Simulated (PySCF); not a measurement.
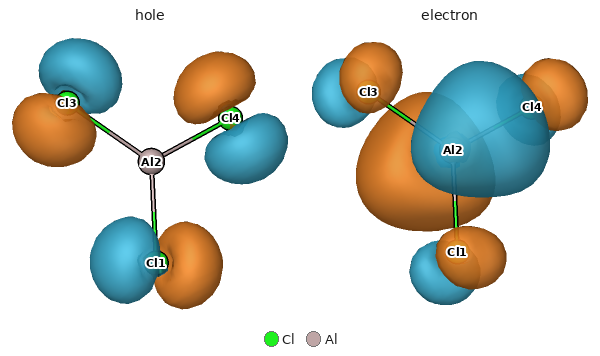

AlCl$_{3}$, SMILES `Cl[Al](Cl)Cl`. Leading natural transition orbital pair of S₂ (TDA singlet states); the surfaces enclose about 70 % of each orbital's density.

PySCF calculation, CAM-B3LYP/6-31+G*, gas phase; geometry: GFN2-xTB. No frequency check shows the geometry to be a minimum. GFN2-xTB bond lengths at metals and heavier atoms can be off by up to 0.1 Å and shapes distorted, which carries into these values.

**What kind of excitation is it, and where does it lie?**

7.10 eV (175 nm), f = 0.000 (dark), n → empty p orbital of Al2; the leading pair carries 100 %; hole on Cl1, Cl3 and Cl4 (32 % each), electron on Al2 (63 %) and Cl1, Cl3 and Cl4 (12 % each); their centroids lie 0.0 Å apart. In canonical orbitals it is mainly HOMO → LUMO+1 (98 %). The HOMO–LUMO gap is 10.19 eV.
